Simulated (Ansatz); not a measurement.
Start from InP in the zinc blende structure (space group F-43m, No. 216; a = 5.960 Å).

It is then changed as follows: cell and atoms relaxed at a pressure of 2.1 GPa.

Calculations: PBE (Ansatz, a quantum-chemistry and plane-wave program, PAW, no spin-orbit coupling).

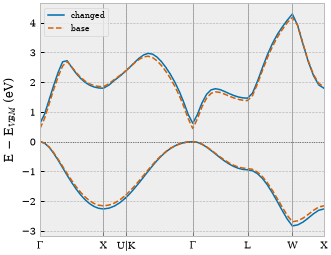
Figure: Highest valence and lowest conduction band along the path, each from its own valence-band maximum

**Question.** From the figure, how large is the changed gap, and is it direct?

**Answer.** About 0.6 eV, direct at Γ.

Load acts through the strain it causes; cell and atoms are relaxed under it. Stability against distortions was not tested. Tetrahedral semiconductors of this kind turn to denser phases somewhere between about 1 and 50 GPa; those were not computed, so compressed cells here can lie past the real transition.
